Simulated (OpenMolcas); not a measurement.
Multiconfigurational calculation for Pd²⁺ complex (part 2 of 2)

The same run, continued: Pd²⁺ with 6 ligands (Br; octahedron, 2.796 Å), embedded in CsCaBr3 by model potentials and point charges, whose field is part of the energies. Method: state-averaged CASSCF, active space 8 electrons in the shell 4d, basis ANO-RCC-VDZP on the metal and ANO-RCC-VDZP on the ligands, DKH2 scalar Hamiltonian, spin-orbit coupling by RASSI with atomic mean-field integrals (OpenMolcas).

Output (extracts), continued:
```
--- RASSI ---
SPIN-FREE ENERGIES:
  (Shifted by EMIN (a.u.) =     -20669.4965453475)

 SF State       Relative EMIN(au)   Rel lowest level(eV)    D:o, cm**(-1)

     1             0.0000000000        0.0000000000              0.0000
     2             0.0299471812        0.8149043141           6572.6466
     3             0.0299471812        0.8149043141           6572.6466
     4             0.0299471812        0.8149043141           6572.6466
     5             0.0509663002        1.3868636798          11185.8099
     6             0.0509663002        1.3868636798          11185.8099
     7             0.0509663002        1.3868636798          11185.8099
    11             0.0535810744        1.4580153123          11759.6866
    12             0.0535810744        1.4580153123          11759.6866
    13             0.0836861602        2.2772164280          18366.9892
    14             0.0836861602        2.2772164280          18366.9892
    15             0.0836861602        2.2772164280          18366.9892
    16             0.0864373745        2.3520807824          18970.8109
     8             0.0969322402        2.6376606264          21274.1677
     9             0.0969322402        2.6376606264          21274.1677
    10             0.0969322402        2.6376606264          21274.1677
    17             0.1016151094        2.7650879899          22301.9387
    18             0.1016151094        2.7650879899          22301.9387
    19             0.1016151094        2.7650879899          22301.9387
    20             0.1304375923        3.5493877063          28627.7425
    21             0.1304375923        3.5493877063          28627.7425
    22             0.1319476261        3.5904778188          28959.1566
    23             0.1319476261        3.5904778188          28959.1566
    24             0.1319476261        3.5904778188          28959.1566
    25             0.2288215626        6.2265519222          50220.5281
     Dipole printing threshold changed to   1.00000000E+00
Eigenvalues of complex Hamiltonian:
   -----------------------------------
  (Shifted by EMIN (a.u.) =     -20669.4965453475)

 SO State       Relative EMIN(au)   Rel lowest level(eV)    D:o, cm**(-1)

     1            -0.0026951252        0.0000000000              0.0000
     2            -0.0026951252        0.0000000003              0.0000
     3            -0.0026951252        0.0000000001              0.0000
     4             0.0236068345        0.7157127830           5772.6129
     5             0.0236068344        0.7157127817           5772.6129
     6             0.0259945128        0.7806848206           6296.6477
     7             0.0259945128        0.7806848214           6296.6477
     8             0.0259945127        0.7806848190           6296.6477
     9             0.0317045362        0.9360624714           7549.8530
    10             0.0317045361        0.9360624700           7549.8530
    11             0.0317045362        0.9360624725           7549.8530
    12             0.0334117962        0.9825193840           7924.5533
    13             0.0413229134        1.1977918494           9660.8428
    14             0.0465984350        1.3413461064          10818.6860
    15             0.0465984350        1.3413461058          10818.6860
    16             0.0483607528        1.3893012156          11205.4700
    17             0.0483607528        1.3893012167          11205.4700
    18             0.0483607529        1.3893012182          11205.4700
    19             0.0560256665        1.5978741427          12887.7241
    20             0.0560256666        1.5978741451          12887.7241
    21             0.0560256665        1.5978741437          12887.7241
    22             0.0647229970        1.8345405640          14796.5675
    23             0.0647229971        1.8345405658          14796.5675
    24             0.0786618178        2.2138352003          17855.7851
    25             0.0786618178        2.2138352001          17855.7851
    26             0.0786618178        2.2138352006          17855.7851
    27             0.0870127078        2.4410744941          19688.5936
    28             0.0954491627        2.6706421261          21540.1814
    29             0.0954491627        2.6706421258          21540.1814
    30             0.0991371564        2.7709975477          22349.6025
    31             0.0991371564        2.7709975476          22349.6025
    32             0.0991371564        2.7709975476          22349.6025
    33             0.1003768676        2.8047318072          22621.6876
    34             0.1003768676        2.8047318067          22621.6876
    35             0.1003768676        2.8047318075          22621.6876
    36             0.1007928639        2.8160516429          22712.9883
    37             0.1025037938        2.8626084182          23088.4940
    38             0.1025037938        2.8626084178          23088.4940
    39             0.1025037938        2.8626084178          23088.4940
    40             0.1314869591        3.6512805219          29449.5635
    41             0.1314869591        3.6512805219          29449.5635
Weights of the five most important spin-orbit-free states for each spin-orbit state.

 SO State  Total energy (au)           Spin-free states, spin, and weights
 -------------------------------------------------------------------------------------------------------
    1        -0.002695       1 1.0  0.9319    3 1.0  0.0319    4 1.0  0.0318   14 0.0  0.0014   13 0.0  0.0012
    2        -0.002695       1 1.0  0.9319    2 1.0  0.0319    4 1.0  0.0317   13 0.0  0.0016   15 0.0  0.0007
    3        -0.002695       1 1.0  0.9319    2 1.0  0.0318    3 1.0  0.0317   15 0.0  0.0020   14 0.0  0.0009
    4         0.023607       4 1.0  0.5750    2 1.0  0.2401    3 1.0  0.0730    7 1.0  0.0455    6 1.0  0.0311
    5         0.023607       3 1.0  0.5191    2 1.0  0.3520    5 1.0  0.0505   11 0.0  0.0310    6 1.0  0.0210
    6         0.025995       3 1.0  0.4538    4 1.0  0.4538    5 1.0  0.0427    7 1.0  0.0424   17 0.0  0.0039
    7         0.025995       2 1.0  0.4538    4 1.0  0.4533    5 1.0  0.0431    6 1.0  0.0424   19 0.0  0.0051
    8         0.025995       2 1.0  0.4538    3 1.0  0.4533    7 1.0  0.0431    6 1.0  0.0427   18 0.0  0.0039
    9         0.031705       3 1.0  0.4366    4 1.0  0.4365    1 1.0  0.0610    5 1.0  0.0263    7 1.0  0.0262
   10         0.031705       2 1.0  0.4366    4 1.0  0.4361    1 1.0  0.0610    5 1.0  0.0266    6 1.0  0.0261
   11         0.031705       2 1.0  0.4365    3 1.0  0.4361    1 1.0  0.0610    7 1.0  0.0266    6 1.0  0.0263
   12         0.033412       3 1.0  0.3333    2 1.0  0.3333    4 1.0  0.3333   11 0.0  0.0000   12 0.0  0.0000
```

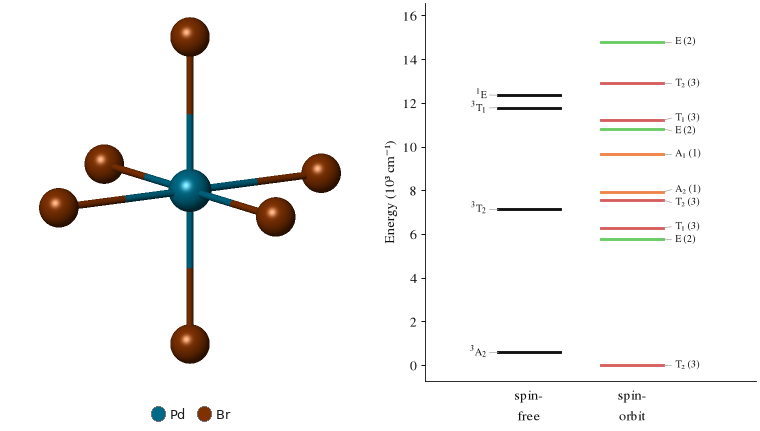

Figure 2. Pd²⁺ (4d⁸) as a dopant in CsCaBr₃, a cluster with its 6 nearest Br⁻ at 2.796 Å (octahedron) embedded in model potentials and point charges; the geometry was set, not optimised, and its levels. Labels give the representation in O, Td, D4 or D3 as the site allows (double group for half-integer spin) where it could be assigned and, in brackets, the degeneracy; spin-free states, where drawn, share the zero of the spin-orbit levels. The ground level is T₂, 3-fold degenerate, 100 % from states of spin multiplicity 3. The next level lies at 5,770 cm⁻¹ (E). The lowest spin-free state is ³A₂; of the same spin there follow at 6,570 cm⁻¹ (³T₂) and 11,200 cm⁻¹ (³T₁) above it. The active orbitals hold 85 to 96 % metal character (Löwdin), and the Mulliken charge of the metal is +0.87.

The input:
```
&GATEWAY
Basis set
Pd.ANO-RCC-VDZP.
Pd1 0.0 0.0 0.0 Angstrom
End of basis
Basis set
Br.ANO-RCC-VDZP.
L1 2.796000 0.000000 0.000000 Angstrom
L2 0.000000 2.796000 0.000000 Angstrom
L3 0.000000 0.000000 2.796000 Angstrom
End of basis
Basis set
Ca.EMB-AIMP.Sanchez-Sanz.10s7p.1s1p.ECP.CsCaBr3.
PseudoCharge
* 3 symmetry-unique lattice sites within 7.6 angstrom
End of basis
Basis set
Cs.EMB-AIMP.Sanchez-Sanz.0s.0s.ECP.CsCaBr3.
PseudoCharge
* 4 symmetry-unique lattice sites within 7.6 angstrom
End of basis
Basis set
Br.EMB-AIMP.Sanchez-Sanz.0s.0s.ECP.CsCaBr3.
PseudoCharge
* 12 symmetry-unique lattice sites within 7.6 angstrom
End of basis
Symmetry
XYZ
AngMom=0.0 0.0 0.0
AMFI
RICD
XField
1570 Angstrom 0
* Evjen-weighted lattice charges
&SEWARD
&RASSCF
FileOrb=start.orb
Symmetry=1
Spin=3
nActEl=8 0 0
Inactive=63 63
Ras2=5 0
CIRoot=10 10 1
SDav=10
CIMx=300
Iter=150 100
PrWF=0.3
OrbListing=Nothing
MaxOrb=1
LevShft=1.0
>>> COPY $Project.JobIph JOB001
&RASSCF
FileOrb=start.orb
Symmetry=1
Spin=1
nActEl=8 0 0
Inactive=63 63
Ras2=5 0
CIRoot=15 15 1
SDav=15
CIMx=300
Iter=150 100
PrWF=0.3
OrbListing=Nothing
MaxOrb=0
LevShft=1.0
>>> COPY $Project.JobIph JOB002
&RASSI
NrOfJobIphs=2 10 15
1 2 3 4 5 6 7 8 9 10
1 2 3 4 5 6 7 8 9 10 11 12 13 14 15
IphNames
JOB001
JOB002
EJob
SpinOrbit
DIPRint=1.0
SOCoupling=1000.0
Subsets=2
Property=9
'ANGMOM' 1 'ANGMOM' 2 'ANGMOM' 3 'MLTPL  1' 1 'MLTPL  1' 2 'MLTPL  1' 3
'AMFI' 1 'AMFI' 2 'AMFI' 3
SOProperty=3
'ANGMOM' 1 'ANGMOM' 2 'ANGMOM' 3
```

The file start.orb holds starting orbitals from an earlier step. A driver script formed the levels outside the program, from RASSI's spin-orbit matrix and the active-space energies, averaged over the components of each term or state.

Launched with:
```bash
OMP_NUM_THREADS=1 MOLCAS_MEM=2457 MOLCAS_PROJECT=a pymolcas a.inp > a.log  # once for each step of the input, in one work folder
```

Results in brief:

- outcome: converged
- energy of the lowest spin-free term: −20669.49655 hartree
- energy of the lowest spin-orbit level: −20669.49924 hartree
- largest spread among components of a term: 0.0 cm⁻¹
- hardware: 1 thread of Arm Neoverse V1, 24 GiB of memory available, shared host
- wall time: 1.8 min
- peak memory: 0.38 GiB

Notes:

Without dynamic correlation the splittings between terms come out too large, often by 20 to 50 %. Limits: covalent bonds, ligand orbitals missing from the active space; the geometry is set by hand, with no relaxation.
